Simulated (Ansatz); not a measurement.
**CH₆O₂Si (SMILES OC(O)[SiH3]): density, localisation and related maps**

```xyz
10

O    -0.7922    0.0974   -1.4110
C    -0.3721    0.5229   -0.1412
O     0.6040    1.5355   -0.2182
Si    0.2665   -1.0171    0.7916
H    -1.1730    0.8537   -1.8714
H    -1.1978    0.9924    0.4089
H     1.3837    1.1672   -0.6473
H    -0.7272   -2.1197    0.7757
H     0.5678   -0.6330    2.1944
H     1.5232   -1.4504    0.1215
```

Geometry: PBE0-D4/def2-TZVP.

Level of theory: RKS PBE0-D4/def2-TZVPP in Ansatz.

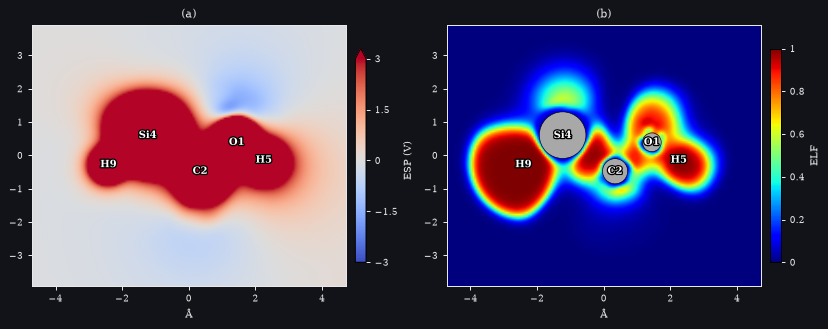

Figure 1. (a) molecular electrostatic potential; (b) ELF on the plane of atoms O1, C2 and Si4. Grey discs cover the atomic cores in the ELF map.

**What does the map show?**

The section cuts through O, C, Si and H sites.
C–O (1.40 Å): the ELF peaks at about 0.90 between the atoms; a polar covalent bond.
C–Si (1.91 Å): the ELF peaks at about 1 between the atoms: localised, covalent bonding.
O–H (0.96 Å): the ELF climbs to about 1 towards the hydrogen, as it does in any bond to H; an ordinary covalent bond to hydrogen.
Si–H (1.49 Å): the ELF climbs to about 1 towards the hydrogen.
The ELF also peaks beside O1, away from the bonds: lone-pair regions.
Outside the dense part of the molecule the potential is most negative (−1.7 V) near O1.

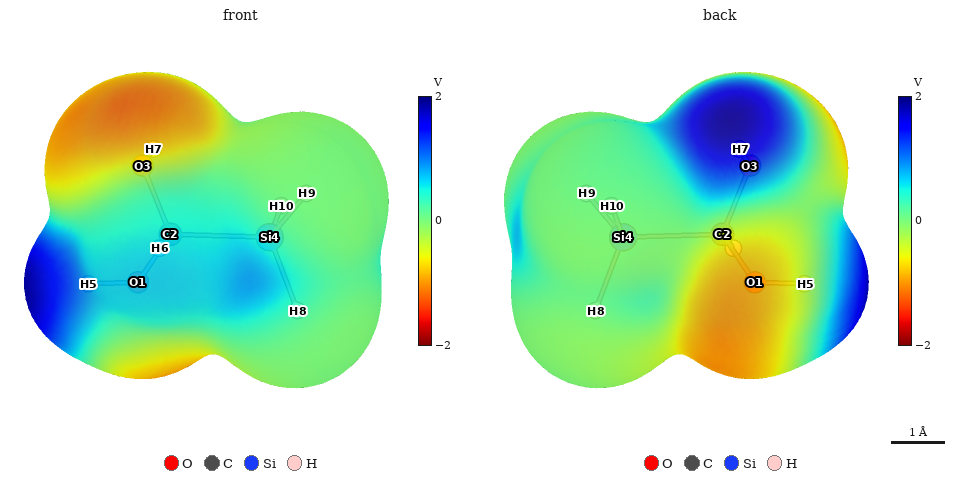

Figure 2. The molecular electrostatic potential painted on the density surface at 0.001 e/bohr³, seen from the front and from behind; the colour scale runs from red (negative) to blue (positive).

**Where is the surface potential most negative and most positive?**

The most negative region (about −1.1 V) lies over O1 and O3, the most positive (about +1.8 V) over H5 and H7.

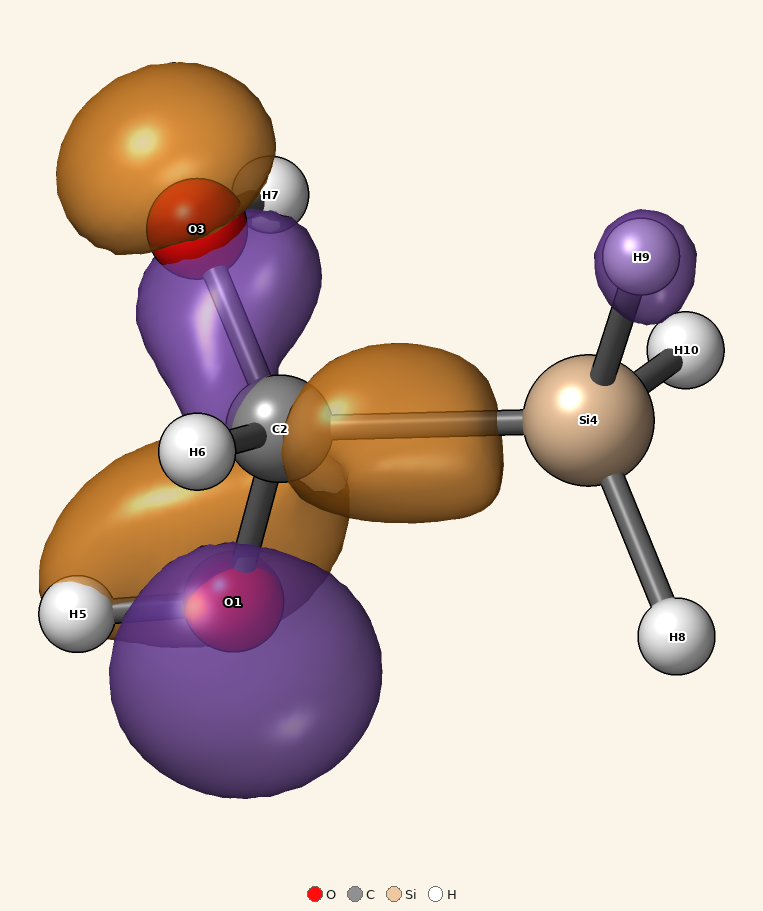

Figure 3. The HOMO−1 at ±0.15 Å⁻³ᐟ² (orange and purple are the two phases), seen at a tilt.

**Where does this orbital lie, and at what energy?**

It lies mainly on O1 (about 55 %), O3 (about 20 %), C2 (about 10 %) and Si4 (about 5 %); largely a combination of lone pairs on O1 and O3. Its energy is −8.88 eV.
